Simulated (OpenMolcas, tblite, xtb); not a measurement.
# Si2NH5F (SMILES N[Si](F)[SiH3]): the energy, rung by rung

Si2NH5F has 9 atoms, charge 0, and is taken as a doublet. As SMILES, `N[Si](F)[SiH3]`. Geometry: relaxed at PBE0-D4/def2-TZVP. This is one conformer, not always the lowest.

| atom | x (Å) | y (Å) | z (Å) |
| --- | --- | --- | --- |
| N | -0.9770 | 1.3729 | -0.6836 |
| Si | -0.8479 | -0.3224 | -0.5781 |
| F | -0.4955 | -1.0107 | -1.9972 |
| Si | 0.8239 | -0.8830 | 0.9691 |
| H | -1.7423 | 1.8337 | -1.1474 |
| H | -0.1982 | 1.9932 | -0.5288 |
| H | 1.1320 | -2.3318 | 0.8565 |
| H | 2.0785 | -0.1035 | 0.7569 |
| H | 0.3150 | -0.5948 | 2.3356 |

Each level gives the energy change with the Si2–Si4 bond stretched from 2.346 to 5.161 Å (eV). The values are calculated.

```
             level                   kind     program  value (eV)  less CCSD(T)/def2-SVP  CPU time (all runs)
            GFN-FF            force field         xtb        0.57                  -1.20            under 2 s
          GFN2-xTB         semi-empirical      tblite        1.69                  -0.08            under 2 s
      UHF/def2-SVP           Hartree–Fock  OpenMolcas        1.80                  +0.03                 28 s
   USVWN5/def2-SVP                    LDA  OpenMolcas        2.32                  +0.55                 75 s
 U-revPBE/def2-SVP                    GGA  OpenMolcas        1.89                  +0.12              1.9 min
   UM06-L/def2-SVP               meta-GGA  OpenMolcas        2.08                  +0.31              2.2 min
    UPBE0/def2-SVP          global hybrid  OpenMolcas        2.11                  +0.34              1.7 min
ROCCSD(T)/def2-SVP  coupled cluster or CI  OpenMolcas        1.77                   0.00              2.6 min
```

ROCCSD(T)/def2-SVP is the highest level here, not the true value. At this stretch a single reference begins to fail. The first shape isn't each level's own minimum. The values span 0.57 to 2.32 eV. Times are those of the runs behind each value, whatever else they computed, on shared processors of several kinds: orders of magnitude only.

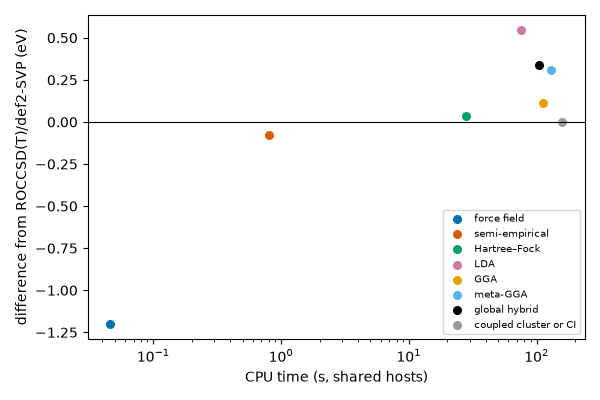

Difference from ROCCSD(T)/def2-SVP against processor time, one point a level.
